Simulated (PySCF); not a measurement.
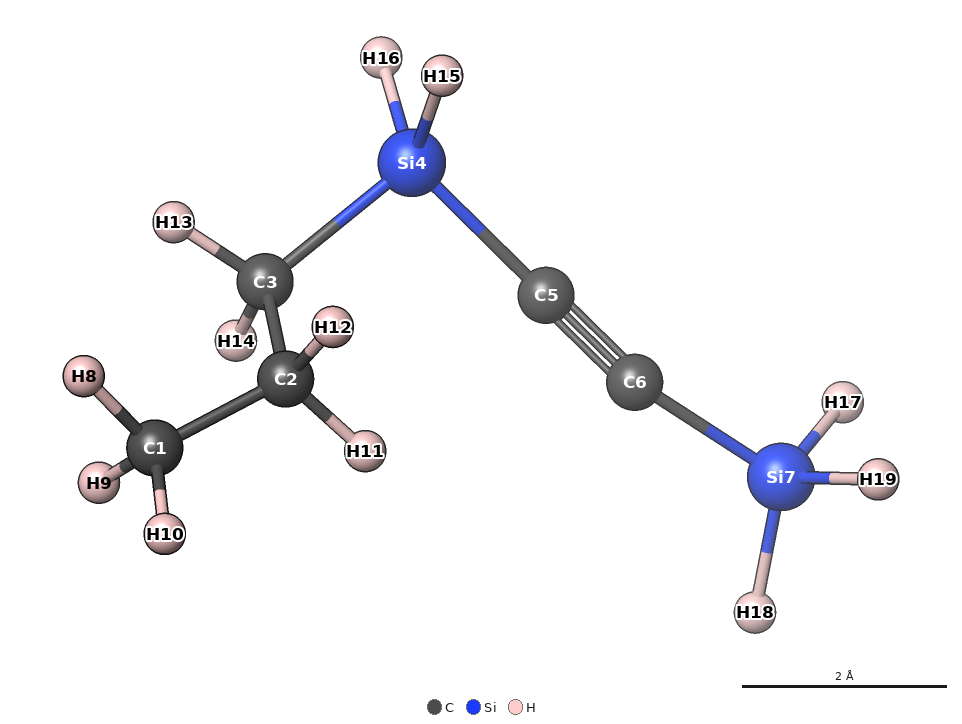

Orthographic view. Depth is shown by fading: the farther an atom, the more it takes the colour of the background. Geometry: a frame of a GFN2-xTB molecular-dynamics simulation, not a minimum.

Write the connection table.

C1: C2, H8, H9, H10
C2: C1, C3, H11, H12
C3: C2, Si4, H13, H14
Si4: C3, C5, H15, H16
C5: Si4, C6
C6: C5, Si7
Si7: C6, H17, H18, H19
(terminal hydrogens appear only as neighbours)
